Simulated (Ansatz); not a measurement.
The figure comes from a scan of MgO (rock salt): the crystal slips on the {100} plane by s times a lattice vector of 2.97 Å, no atom relaxing, γ being the energy change per area. The numbers are results of r2SCAN (plane waves to 500 eV, PAW, scalar-relativistic; Ansatz, a quantum-chemistry and plane-wave program), not measurements. k mesh 10×10×10 (Γ-centred), Fermi-Dirac smearing 0.05 eV. E is the zero-smearing estimate. Faults lie only 6.3 Å apart, and holding the cell height and the atoms raises γ above its relaxed value. MgO was relaxed with its symmetry unable to fall. γ is measured from zero shift.

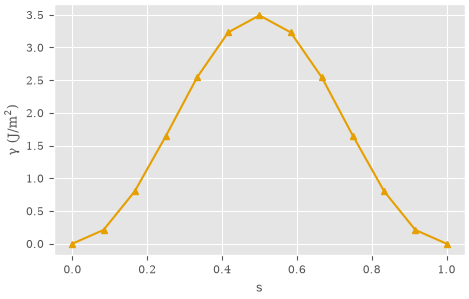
Fig. 1. γ (J/m²) against s; markers are the computed points, lines only join them (the last repeats the first, one period on).

Problem. Read the plotted values off the figure, to the accuracy that the plot allows.

Solution. To the nearest 0.05:

| s | γ (J/m²) |
|---|---|
| 0.000 | 0.00 |
| 0.083 | 0.20 |
| 0.167 | 0.80 |
| 0.250 | 1.65 |
| 0.333 | 2.55 |
| 0.417 | 3.25 |
| 0.500 | 3.50 |
| 0.583 | 3.25 |
| 0.667 | 2.55 |
| 0.750 | 1.65 |
| 0.833 | 0.80 |
| 0.917 | 0.20 |

(The slope of γ gives the shear force per area between the displaced halves; near zero shift its curvature is an elastic stiffness.)
